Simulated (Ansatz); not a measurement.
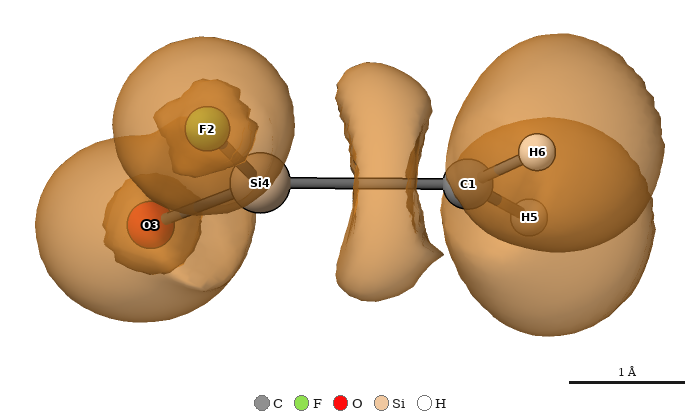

*CH2FOSi (SMILES [CH2][Si](=O)F) (doublet). Isosurface of the electron localisation function at 0.75 (orange), seen from one side. Core shells and regions of very low density are left out.*

Geometry: B3LYP/6-31G*.

Theory: isolated molecule in a Gaussian basis; Kohn-Sham density functional theory, functional PBE0 in Ansatz.

```json
{"atom": "C", "x (Å)": "0.5195", "y (Å)": "-2.0098", "z (Å)": "-0.4398"}
{"atom": "F", "x (Å)": "1.0268", "y (Å)": "-0.1467", "z (Å)": "1.5379"}
{"atom": "O", "x (Å)": "1.6909", "y (Å)": "-2.7421", "z (Å)": "2.2281"}
{"atom": "Si", "x (Å)": "1.1436", "y (Å)": "-1.7141", "z (Å)": "1.2402"}
{"atom": "H", "x (Å)": "0.5048", "y (Å)": "-3.0132", "z (Å)": "-0.8552"}
{"atom": "H", "x (Å)": "0.1463", "y (Å)": "-1.2124", "z (Å)": "-1.0770"}
```

Q: Describe the localisation domains.

A: The surface consists of one region between bonded C–Si atoms (shared pairs), two regions around hydrogen nuclei, one region wrapped around F (its lone pairs, merged into a ring or cap) and one region wrapped around O (its lone pairs, merged into a ring or cap). Profiles from the grid: Si–O (1.53 Å): the ELF peaks at about 0.80 between the atoms, as expected for a short, strongly polar bond. Si–F (1.60 Å): the ELF peaks at about 0.85 in the valence shell of F, 0.7 Å from its nucleus, and is about 0.45 at the midpoint.
